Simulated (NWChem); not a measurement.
**MP2/DGauss-DZVP run of N2O (nitrous oxide)**

Aim: the vertical ionisation energy of N2O (nitrous oxide) at MP2/DGauss-DZVP, from 2 runs. 

The calculation is run with NWChem 7.3.0.

3 further runs of the same task are left out: 3 set aside as unsound or not needed.

## (1) The molecule

The species is N2O (3 atoms), meant as a singlet with charge 0. SMILES: `N#[N+][O-]`. Geometry: relaxed at PBE0-D4/def2-TZVP.

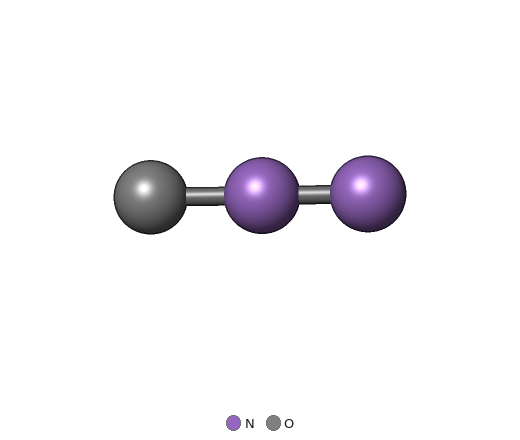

Viewed from a chosen angle; nitrogen purple, oxygen grey.

## (2) The energy at MP2/DGauss-DZVP

m1.xyz reads:

```xyz
3
N2O energy
N     -0.511700     1.001300    -0.167900
N     -0.008400     0.016500    -0.002800
O      0.520100    -1.017800     0.170700
```

m1.nw reads:

```
start m1
title "N2O energy"
memory 2200 mb
geometry units angstrom noautosym nocenter noautoz
  load m1.xyz
end
basis spherical bse
  N library DGauss-DZVP
  O library DGauss-DZVP
end
scf
  nopen 0
  rhf
  thresh 1e-08
  maxiter 80
  noprint "final vectors analysis"
end
mp2
  freeze core 3
  tight
end
task mp2 energy
```

The run is started by

```console
$ nwchem m1.nw > m1.out
```

The program printed:

```text
[...]
  functions       =    42
[...]
  wavefunction    = RHF
[...]
         Total SCF energy =   -183.681664502320
      One-electron energy =   -371.387532435080
      Two-electron energy =    126.358001759207
 Nuclear repulsion energy =     61.347866173554
        Time for solution =      1.4s
[...]
          Total MP2 energy          -184.185238668356
[...]
```

It took 2.2 s on 1 thread of Intel Xeon Platinum 8488C (Sapphire Rapids), shared host; peak memory 0.11 GiB.

## (3) The doublet cation

sp.nw reads:

```
start sp
title "N2O"
memory total 2200 mb
charge 1

geometry noautosym nocenter noautoz
  N     -0.511700     1.001300    -0.167900
  N     -0.008400     0.016500    -0.002800
  O      0.520100    -1.017800     0.170700
end

basis spherical bse
  N library DGauss-DZVP
  O library DGauss-DZVP
end

scf
  doublet
  uhf
  thresh 1e-08
  maxiter 80
  noprint "final vectors analysis"
end

mp2
  freeze core 3
  tight
end

task mp2 energy
```

The run is started by

```console
$ nwchem sp.nw > sp.out
```

The program printed:

```text
[...]
  functions       =    42
[...]
  wavefunction    = UHF
[...]
         Total SCF energy =   -183.269959798525
      One electron energy =   -363.251081609195
      Two electron energy =    118.633255637117
 Nuclear repulsion energy =     61.347866173554
                       Sz =      0.5000
                 Sz(Sz+1) =      0.7500
                      S^2 =      0.9520
[...]
          Total MP2 energy          -183.678461643249
[...]
```

Run time: 5.7 s. Hardware: 1 thread of Intel Xeon Platinum 8488C (Sapphire Rapids), shared host; peak memory 0.11 GiB.

## (4) Results

At MP2/DGauss-DZVP, 3 core orbitals frozen:

| quantity | value |
| --- | --- |
| singlet N2O: total energy | -184.18524 Eh |
| singlet N2O: correlation energy (3 core orbitals frozen) | -503.6 mEh |
| doublet cation: total energy | -183.67846 Eh |
| doublet cation: correlation energy (3 core orbitals frozen) | -408.5 mEh |
| doublet cation: ⟨S²⟩ of the reference determinant | 0.952 |
| vertical ionisation energy (to the doublet cation) | 13.790 eV |

Removing an electron at fixed nuclei costs 13.79 eV (1331 kJ/mol). Mulliken charges (singlet N2O) run from -0.36 on O3 to +0.46 on N2. ⟨S²⟩ (doublet cation) is 0.95 where a pure doublet has 0.75: the reference is spin-contaminated.
